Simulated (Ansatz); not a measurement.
## Molecular dynamics of WHBrClF5 (part 4 of 4)

The same run, continued: WHBrClF5; RHF/def2-SVP (Ansatz 0.2.0). It belongs to a series of runs on one base structure; here: dynamics from the highest image of the converged band.

Geometry of the input (Å):
```
W  0.1267  0.1339  -0.1085
F  -0.3437  0.6513  1.8339
F  1.6843  0.1056  -1.0647
F  -0.1279  1.9146  -0.3180
F  -1.6144  -0.3601  0.1792
F  0.6604  -1.4197  0.6583
Cl -0.6092  -0.4045  -2.2142
Br 2.2554  1.2197  1.6687
H  0.7156  1.0208  2.1854
```

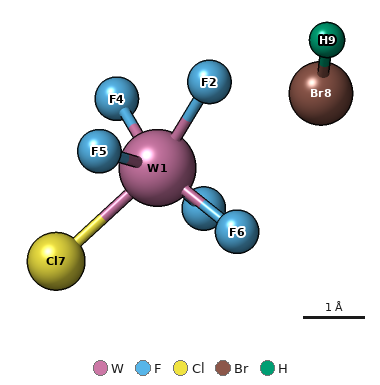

The geometry at step 162 of the log (ball-and-stick view, seen at a tilt; atoms are numbered from 1 in the order of the input).

## Trajectory as extended XYZ, continued
```
9
Properties=species:S:1:pos:R:3:forces:R:3 step=125 time_fs=62.5 energy=-97834.62305 temperature=1019.1
W     0.0285    0.1046   -0.0989   -2.0159  -0.0210   1.4285
F    -0.4476    0.4723    1.7183    0.6067  -0.2470  -2.0702
F     1.7441    0.2889   -0.7265    0.1158  -0.4342  -0.8136
F     0.0475    1.8934   -0.4089   -0.6869   0.1044   0.3193
F    -1.7892   -0.3622   -0.0404    0.7348   0.3091   0.7212
F     0.7038   -1.4769    0.4787   -0.3377  -0.1263   0.1156
Cl   -0.5919   -0.4437   -2.2323    0.9181   0.0772  -0.3882
Br    2.4567    1.3159    1.7067    0.3204   0.5789   2.0659
H     2.0648    1.5625    3.0981    0.3449  -0.2411  -1.3784
9
Properties=species:S:1:pos:R:3:forces:R:3 step=129 time_fs=64.5 energy=-97834.66798 temperature=1068.0
W     0.0198    0.1017   -0.1012   -1.5076   0.1384   1.3866
F    -0.4522    0.4687    1.7172    0.6426  -0.2228  -2.0408
F     1.7482    0.3002   -0.7032   -0.0163  -0.5412  -0.9141
F     0.0512    1.8862   -0.4087   -0.7678   0.2961   0.3003
F    -1.7870   -0.3629   -0.0452    0.4113   0.2325   0.7309
F     0.7007   -1.4725    0.4728   -0.2874  -0.3290   0.1838
Cl   -0.5858   -0.4441   -2.2345    0.9100   0.0595  -0.4652
Br    2.4740    1.3223    1.7110    0.5485   0.3520   0.9169
H     2.0065    1.5224    3.0297    0.0666   0.0144  -0.0983
9
Properties=species:S:1:pos:R:3:forces:R:3 step=133 time_fs=66.5 energy=-97834.63498 temperature=1032.4
W     0.0109    0.0987   -0.1032   -0.8965   0.2915   1.2270
F    -0.4555    0.4647    1.7120    0.6593  -0.1762  -1.9034
F     1.7522    0.3105   -0.6818   -0.1895  -0.6457  -0.9884
F     0.0534    1.8796   -0.4079   -0.8376   0.4707   0.2792
F    -1.7840   -0.3631   -0.0485    0.0341   0.1372   0.7208
F     0.6971   -1.4687    0.4672   -0.2369  -0.5199   0.2466
Cl   -0.5787   -0.4444   -2.2371    0.8861   0.0410  -0.5348
Br    2.4917    1.3289    1.7157    1.0659   0.1752  -0.4155
H     1.9497    1.4828    2.9584   -0.4849   0.2262   1.3685
9
Properties=species:S:1:pos:R:3:forces:R:3 step=138 time_fs=69.0 energy=-97834.65112 temperature=1049.6
W    -0.0006    0.0952   -0.1053   -0.0389   0.4644   0.9016
F    -0.4578    0.4591    1.7002    0.6399  -0.0928  -1.5881
F     1.7567    0.3215   -0.6580   -0.4280  -0.7597  -1.0417
F     0.0537    1.8727   -0.4061   -0.9075   0.6422   0.2500
F    -1.7802   -0.3631   -0.0505   -0.4783  -0.0002   0.6779
F     0.6919   -1.4654    0.4610   -0.1853  -0.7184   0.3069
Cl   -0.5685   -0.4447   -2.2412    0.8347   0.0181  -0.6046
Br    2.5144    1.3373    1.7214    0.7649   0.2971   0.3630
H     1.8554    1.4442    2.9352   -0.2015   0.1492   0.7348
9
Properties=species:S:1:pos:R:3:forces:R:3 step=142 time_fs=71.0 energy=-97834.63931 temperature=1036.6
W    -0.0098    0.0924   -0.1068    0.6718   0.5709   0.5502
F    -0.4581    0.4545    1.6871    0.5911  -0.0076  -1.2235
F     1.7593    0.3285   -0.6412   -0.6162  -0.8295  -1.0502
F     0.0518    1.8687   -0.4040   -0.9483   0.7283   0.2266
F    -1.7781   -0.3630   -0.0506   -0.8803  -0.1140   0.6192
F     0.6873   -1.4645    0.4568   -0.1614  -0.8278   0.3350
Cl   -0.5593   -0.4449   -2.2452    0.7775   0.0016  -0.6405
Br    2.5330    1.3442    1.7261   -0.0877   0.4208   1.8412
H     1.7712    1.4202    2.9499    0.6535   0.0573  -0.6580
9
Properties=species:S:1:pos:R:3:forces:R:3 step=146 time_fs=73.0 energy=-97834.59884 temperature=992.5
W    -0.0188    0.0898   -0.1082    1.3499   0.6283   0.1142
F    -0.4573    0.4498    1.6715    0.5237   0.0958  -0.7628
F     1.7607    0.3339   -0.6266   -0.7926  -0.8774  -1.0310
F     0.0481    1.8661   -0.4015   -0.9747   0.7628   0.2057
F    -1.7779   -0.3632   -0.0494   -1.2297  -0.2191   0.5402
F     0.6823   -1.4652    0.4532   -0.1584  -0.8827   0.3435
Cl   -0.5493   -0.4451   -2.2500    0.7076  -0.0121  -0.6535
Br    2.5516    1.3512    1.7317   -0.5325   0.4425   2.4331
H     1.7108    1.3987    2.9421    1.1066   0.0619  -1.1893
9
Properties=species:S:1:pos:R:3:forces:R:3 step=150 time_fs=75.0 energy=-97834.63517 temperature=1032.1
W    -0.0276    0.0873   -0.1096    1.9400   0.6220  -0.3974
F    -0.4554    0.4453    1.6543    0.4477   0.2162  -0.2191
F     1.7604    0.3375   -0.6141   -0.9476  -0.9025  -0.9886
F     0.0423    1.8651   -0.3986   -0.9870   0.7444   0.1883
F    -1.7801   -0.3638   -0.0472   -1.4824  -0.3033   0.4443
F     0.6771   -1.4676    0.4503   -0.1785  -0.8786   0.3324
Cl   -0.5384   -0.4454   -2.2554    0.6269  -0.0221  -0.6415
Br    2.5700    1.3585    1.7385   -0.2721   0.4182   1.9879
H     1.6905    1.3797    2.8919    0.8531   0.1057  -0.7061
9
Properties=species:S:1:pos:R:3:forces:R:3 step=154 time_fs=77.0 energy=-97834.66350 temperature=1063.1
W    -0.0359    0.0849   -0.1110    2.3904   0.5479  -0.9528
F    -0.4525    0.4413    1.6367    0.3663   0.3458   0.3781
F     1.7583    0.3393   -0.6035   -1.0690  -0.9032  -0.9280
F     0.0346    1.8656   -0.3953   -0.9856   0.6751   0.1738
F    -1.7854   -0.3650   -0.0440   -1.6014  -0.3557   0.3359
F     0.6715   -1.4719    0.4481   -0.2219  -0.8169   0.3026
Cl   -0.5269   -0.4456   -2.2615    0.5376  -0.0280  -0.6052
Br    2.5882    1.3660    1.7462    0.7305   0.4080   0.7015
H     1.7006    1.3647    2.8173   -0.1470   0.1269   0.5942
9
Properties=species:S:1:pos:R:3:forces:R:3 step=158 time_fs=79.0 energy=-97834.63833 temperature=1036.3
W    -0.0438    0.0827   -0.1127    2.6665   0.4163  -1.4980
F    -0.4490    0.4380    1.6199    0.2757   0.4705   0.9826
F     1.7540    0.3392   -0.5949   -1.1432  -0.8787  -0.8562
F     0.0249    1.8674   -0.3917   -0.9723   0.5594   0.1597
F    -1.7938   -0.3669   -0.0402   -1.5654  -0.3691   0.2208
F     0.6654   -1.4778    0.4465   -0.2864  -0.7047   0.2561
Cl   -0.5149   -0.4459   -2.2683    0.4425  -0.0300  -0.5477
Br    2.6068    1.3737    1.7542    1.5955   0.4340  -0.2591
H     1.7052    1.3543    2.7645   -1.0130   0.1024   1.5419
9
Properties=species:S:1:pos:R:3:forces:R:3 step=162 time_fs=81.0 energy=-97834.70244 temperature=1106.3
W    -0.0511    0.0805   -0.1146    2.7507   0.2463  -1.9697
F    -0.4448    0.4356    1.6051    0.1773   0.5741   1.5346
F     1.7473    0.3374   -0.5880   -1.1606  -0.8299  -0.7821
F     0.0132    1.8703   -0.3877   -0.9487   0.4048   0.1436
F    -1.8054   -0.3696   -0.0359   -1.3744  -0.3420   0.1048
F     0.6587   -1.4851    0.4454   -0.3679  -0.5535   0.1965
Cl   -0.5023   -0.4462   -2.2757    0.3448  -0.0287  -0.4738
Br    2.6261    1.3816    1.7621    0.9670   0.4262   0.4541
H     1.6760    1.3480    2.7650   -0.3882   0.1027   0.7919
9
Properties=species:S:1:pos:R:3:forces:R:3 step=167 time_fs=83.5 energy=-97834.73834 temperature=1146.3
W    -0.0594    0.0779   -0.1177    2.5690   0.0103  -2.3620
F    -0.4392    0.4342    1.5910    0.0758   0.6553   2.0467
F     1.7358    0.3327   -0.5816   -1.0955  -0.7379  -0.6922
F    -0.0041    1.8752   -0.3824   -0.9050   0.1753   0.1205
F    -1.8238   -0.3739   -0.0303   -0.9509  -0.2581  -0.0342
F     0.6493   -1.4958    0.4446   -0.4823  -0.3300   0.1126
Cl   -0.4861   -0.4467   -2.2856    0.2233  -0.0228  -0.3651
Br    2.6508    1.3917    1.7725   -0.4134   0.3588   1.8098
H     1.6261    1.3460    2.8010    0.9791   0.1491  -0.6361
9
Properties=species:S:1:pos:R:3:forces:R:3 step=171 time_fs=85.5 energy=-97834.77040 temperature=1182.1
W    -0.0654    0.0758   -0.1206    2.1959  -0.1725  -2.4544
F    -0.4345    0.4347    1.5844    0.0432   0.6717   2.2419
F     1.7240    0.3273   -0.5781   -0.9694  -0.6417  -0.6250
F    -0.0201    1.8794   -0.3778   -0.8578  -0.0211   0.0999
F    -1.8406   -0.3779   -0.0258   -0.5107  -0.1624  -0.1368
F     0.6407   -1.5052    0.4442   -0.5737  -0.1411   0.0451
Cl   -0.4728   -0.4470   -2.2940    0.1296  -0.0152  -0.2704
Br    2.6704    1.4000    1.7817   -0.6878   0.3260   1.9847
H     1.6221    1.3505    2.8087    1.2307   0.1562  -0.8850
9
Properties=species:S:1:pos:R:3:forces:R:3 step=175 time_fs=87.5 energy=-97834.87202 temperature=1293.7
W    -0.0710    0.0736   -0.1241    1.6478  -0.3278  -2.3171
F    -0.4297    0.4364    1.5822    0.0639   0.6393   2.2128
F     1.7102    0.3206   -0.5758   -0.7732  -0.5280  -0.5660
F    -0.0378    1.8837   -0.3730   -0.8004  -0.2155   0.0770
F    -1.8586   -0.3823   -0.0216   -0.0304  -0.0540  -0.2301
F     0.6309   -1.5148    0.4439   -0.6573   0.0421  -0.0176
Cl   -0.4594   -0.4474   -2.3027    0.0409  -0.0059  -0.1744
Br    2.6898    1.4085    1.7918   -0.0584   0.3316   1.2672
H     1.6625    1.3609    2.7852    0.5670   0.1183  -0.2518
9
Properties=species:S:1:pos:R:3:forces:R:3 step=179 time_fs=89.5 energy=-97834.91970 temperature=1346.6
W    -0.0763    0.0714   -0.1281    0.9734  -0.4393  -1.9557
F    -0.4247    0.4395    1.5845    0.1255   0.5577   1.9680
F     1.6950    0.3128   -0.5747   -0.5067  -0.4002  -0.5197
F    -0.0571    1.8875   -0.3681   -0.7350  -0.3981   0.0504
F    -1.8766   -0.3868   -0.0179    0.4449   0.0551  -0.3132
F     0.6198   -1.5244    0.4436   -0.7284   0.2073  -0.0726
Cl   -0.4460   -0.4478   -2.3116   -0.0422   0.0038  -0.0826
Br    2.7091    1.4171    1.8025    1.1894   0.3576  -0.0428
H     1.7225    1.3757    2.7540   -0.7210   0.0561   0.9680
9
Properties=species:S:1:pos:R:3:forces:R:3 step=183 time_fs=91.5 energy=-97834.95376 temperature=1384.7
W    -0.0813    0.0691   -0.1325    0.2354  -0.4980  -1.4131
F    -0.4195    0.4437    1.5908    0.2053   0.4338   1.5536
F     1.6786    0.3042   -0.5747   -0.1783  -0.2640  -0.4902
F    -0.0779    1.8905   -0.3630   -0.6652  -0.5604   0.0185
F    -1.8937   -0.3911   -0.0148    0.8775   0.1550  -0.3852
F     0.6072   -1.5335    0.4431   -0.7836   0.3443  -0.1172
Cl   -0.4326   -0.4482   -2.3206   -0.1200   0.0128  -0.0003
Br    2.7289    1.4259    1.8132    1.5831   0.3367  -0.5328
H     1.7575    1.3929    2.7574   -1.1541   0.0398   1.3668
9
Properties=species:S:1:pos:R:3:forces:R:3 step=188 time_fs=94.0 energy=-97835.05607 temperature=1496.9
W    -0.0876    0.0661   -0.1384   -0.6897  -0.5034  -0.5872
F    -0.4124    0.4501    1.6029    0.3080   0.2418   0.8979
F     1.6578    0.2927   -0.5760    0.2911  -0.0904  -0.4732
F    -0.1057    1.8926   -0.3567   -0.5751  -0.7219  -0.0285
F    -1.9124   -0.3961   -0.0121    1.3185   0.2569  -0.4595
F     0.5893   -1.5439    0.4422   -0.8260   0.4645  -0.1552
Cl   -0.4160   -0.4487   -2.3318   -0.2106   0.0215   0.0836
Br    2.7547    1.4372    1.8263    0.1316   0.2588   0.7698
H     1.7502    1.4167    2.8244    0.2522   0.0723  -0.0478
9
Properties=species:S:1:pos:R:3:forces:R:3 step=192 time_fs=96.0 energy=-97835.04758 temperature=1488.3
W    -0.0927    0.0635   -0.1432   -1.3761  -0.4694   0.0964
F    -0.4061    0.4559    1.6148    0.3889   0.0804   0.3426
F     1.6418    0.2833   -0.5782    0.6799   0.0450  -0.4640
F    -0.1294    1.8927   -0.3517   -0.5013  -0.8077  -0.0701
F    -1.9245   -0.3996   -0.0110    1.5737   0.3154  -0.5062
F     0.5730   -1.5512    0.4411   -0.8346   0.5150  -0.1689
Cl   -0.4030   -0.4491   -2.3407   -0.2785   0.0259   0.1339
Br    2.7754    1.4463    1.8372   -0.7264   0.2302   1.5602
H     1.7491    1.4388    2.8819    1.0744   0.0653  -0.9242
9
Properties=species:S:1:pos:R:3:forces:R:3 step=196 time_fs=98.0 energy=-97835.07332 temperature=1516.7
W    -0.0981    0.0609   -0.1481   -1.9607  -0.4136   0.7261
F    -0.3989    0.4618    1.6273    0.4653  -0.0723  -0.1824
F     1.6271    0.2740   -0.5813    1.0399   0.1704  -0.4472
F    -0.1540    1.8911   -0.3468   -0.4268  -0.8482  -0.1140
F    -1.9335   -0.4024   -0.0108    1.7334   0.3516  -0.5413
F     0.5551   -1.5575    0.4397   -0.8189   0.5228  -0.1669
Cl   -0.3904   -0.4494   -2.3495   -0.3427   0.0281   0.1695
Br    2.7959    1.4555    1.8488   -0.6994   0.2194   1.4729
H     1.7865    1.4632    2.9066    1.0099   0.0417  -0.9167
9
Properties=species:S:1:pos:R:3:forces:R:3 step=200 time_fs=100.0 energy=-97835.13030 temperature=1579.0
W    -0.1040    0.0582   -0.1527   -2.3847  -0.3404   1.2528
F    -0.3908    0.4675    1.6395    0.5292  -0.2080  -0.6413
F     1.6146    0.2650   -0.5853    1.3275   0.2790  -0.4134
F    -0.1795    1.8879   -0.3422   -0.3543  -0.8402  -0.1600
F    -1.9389   -0.4044   -0.0118    1.7918   0.3645  -0.5642
F     0.5355   -1.5627    0.4379   -0.7794   0.4880  -0.1497
Cl   -0.3780   -0.4497   -2.3580   -0.4030   0.0281   0.1914
Br    2.8160    1.4649    1.8610    0.1623   0.1886   0.4839
H     1.8600    1.4893    2.8990    0.1105   0.0405   0.0004
```

## Key numbers

```csv
quantity,value
outcome,finished
mean temperature over the second half,1148 K
trajectory,"200 steps, 100 fs"
ensemble,nve
temperature in the input,100.0 K
time step,0.5 fs
potential energy (last step),−97835.1303 eV
mean-field energy (last step),−97835.1303 eV
largest force (length of the vector) (last step),2.715 eV/Å
hardware,"4 threads of Arm Neoverse V1, 24 GiB of memory available, shared host"
wall time,9.8 min (CPU time 37 min)
peak memory,0.56 GiB
```

## Remarks

So short a trajectory is not equilibrated.
